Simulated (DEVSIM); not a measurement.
Device: TaN/SiO2/n-Si capacitor, at 400 K.

```csv
layer (left to right),material,thickness (nm),Nd (cm⁻³)
1,SiO2,22.0,-
2,Si,15000,1.5e15
```

Metal gate on the left, work function 4.4 eV. Fixed charge at the semiconductor interface 4.1e10 cm⁻² (in units of +e); no interface traps.

The device is made up for the run: typed textbook-type constants, with dimensions and the other settings drawn at random. Values at 300 K; Nc and Nv go as T^1.5, mobilities as T to minus their exponent, the gap by Varshni's rule with the affinity fixed.

| parameter | SiO2 | Si |
|---|---|---|
| gap (eV) | 9 | 1.124 |
| affinity (eV) | 0.9 | 4.05 |
| permittivity | 3.9 | 11.7 |
| Nc (cm⁻³) | - | 2.86e19 |
| Nv (cm⁻³) | - | 3.1e19 |
| Varshni α (eV/K) | - | 0.000473 |
| Varshni β (K) | - | 636 |

DEVSIM, 1D Poisson equation in equilibrium, Boltzmann statistics, complete ionisation; no quantum confinement or tunnelling. Metal contacts follow the ideal Schottky-Mott rule: no Fermi-level pinning, no interface dipoles.

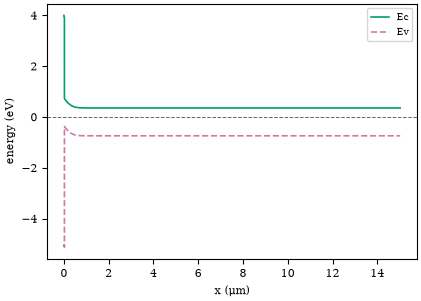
Figure: Band edges at -0.5 V on the gate

Energies count from the Fermi level of the right contact; mesh points crowd at the junctions.

```json
[
 {"x (μm)": "0.000", "Ec (eV)": "4.000", "Ev (eV)": "-5.000", "n (cm⁻³)": "< 1e2", "p (cm⁻³)": "< 1e2", "field (V/cm)": "-58000"},
 {"x (μm)": "0.001829", "Ec (eV)": "3.990", "Ev (eV)": "-5.011", "n (cm⁻³)": "< 1e2", "p (cm⁻³)": "< 1e2", "field (V/cm)": "-58000"},
 {"x (μm)": "0.006228", "Ec (eV)": "3.964", "Ev (eV)": "-5.036", "n (cm⁻³)": "< 1e2", "p (cm⁻³)": "< 1e2", "field (V/cm)": "-58000"},
 {"x (μm)": "0.01475", "Ec (eV)": "3.915", "Ev (eV)": "-5.085", "n (cm⁻³)": "< 1e2", "p (cm⁻³)": "< 1e2", "field (V/cm)": "-58000"},
 {"x (μm)": "0.02067", "Ec (eV)": "3.881", "Ev (eV)": "-5.119", "n (cm⁻³)": "< 1e2", "p (cm⁻³)": "< 1e2", "field (V/cm)": "-58000"},
 {"x (μm)": "0.02221", "Ec (eV)": "0.723", "Ev (eV)": "-0.373", "n (cm⁻³)": "3.4e10", "p (cm⁻³)": "9.4e14", "field (V/cm)": "-13000"},
 {"x (μm)": "0.02451", "Ec (eV)": "0.720", "Ev (eV)": "-0.376", "n (cm⁻³)": "3.7e10", "p (cm⁻³)": "8.7e14", "field (V/cm)": "-13000"},
 {"x (μm)": "0.03462", "Ec (eV)": "0.707", "Ev (eV)": "-0.389", "n (cm⁻³)": "5.4e10", "p (cm⁻³)": "6.0e14", "field (V/cm)": "-12000"},
 {"x (μm)": "0.05766", "Ec (eV)": "0.680", "Ev (eV)": "-0.417", "n (cm⁻³)": "1.2e11", "p (cm⁻³)": "2.7e14", "field (V/cm)": "-12000"},
 {"x (μm)": "0.1192", "Ec (eV)": "0.612", "Ev (eV)": "-0.484", "n (cm⁻³)": "8.5e11", "p (cm⁻³)": "3.8e13", "field (V/cm)": "-10000"},
 {"x (μm)": "0.2838", "Ec (eV)": "0.476", "Ev (eV)": "-0.620", "n (cm⁻³)": "4.4e13", "p (cm⁻³)": "7.3e11", "field (V/cm)": "-6400"},
 {"x (μm)": "1.007", "Ec (eV)": "0.355", "Ev (eV)": "-0.741", "n (cm⁻³)": "1.5e15", "p (cm⁻³)": "2.2e10", "field (V/cm)": "-47"},
 {"x (μm)": "2.657", "Ec (eV)": "0.355", "Ev (eV)": "-0.742", "n (cm⁻³)": "1.5e15", "p (cm⁻³)": "2.1e10", "field (V/cm)": "≈ 0"},
 {"x (μm)": "7.065", "Ec (eV)": "0.355", "Ev (eV)": "-0.742", "n (cm⁻³)": "1.5e15", "p (cm⁻³)": "2.1e10", "field (V/cm)": "≈ 0"},
 {"x (μm)": "12.81", "Ec (eV)": "0.355", "Ev (eV)": "-0.742", "n (cm⁻³)": "1.5e15", "p (cm⁻³)": "2.1e10", "field (V/cm)": "≈ 0"},
 {"x (μm)": "14.20", "Ec (eV)": "0.355", "Ev (eV)": "-0.742", "n (cm⁻³)": "1.5e15", "p (cm⁻³)": "2.1e10", "field (V/cm)": "≈ 0"},
 {"x (μm)": "14.71", "Ec (eV)": "0.355", "Ev (eV)": "-0.742", "n (cm⁻³)": "1.5e15", "p (cm⁻³)": "2.1e10", "field (V/cm)": "≈ 0"},
 {"x (μm)": "14.91", "Ec (eV)": "0.355", "Ev (eV)": "-0.742", "n (cm⁻³)": "1.5e15", "p (cm⁻³)": "2.1e10", "field (V/cm)": "≈ 0"},
 {"x (μm)": "14.99", "Ec (eV)": "0.355", "Ev (eV)": "-0.742", "n (cm⁻³)": "1.5e15", "p (cm⁻³)": "2.1e10", "field (V/cm)": "≈ 0"},
 {"x (μm)": "15.01", "Ec (eV)": "0.355", "Ev (eV)": "-0.742", "n (cm⁻³)": "1.5e15", "p (cm⁻³)": "2.1e10", "field (V/cm)": "≈ 0"},
 {"x (μm)": "15.02", "Ec (eV)": "0.355", "Ev (eV)": "-0.742", "n (cm⁻³)": "1.5e15", "p (cm⁻³)": "2.1e10", "field (V/cm)": "≈ 0"},
 {"x (μm)": "15.02", "Ec (eV)": "0.355", "Ev (eV)": "-0.742", "n (cm⁻³)": "1.5e15", "p (cm⁻³)": "2.1e10", "field (V/cm)": "≈ 0"}
]
```
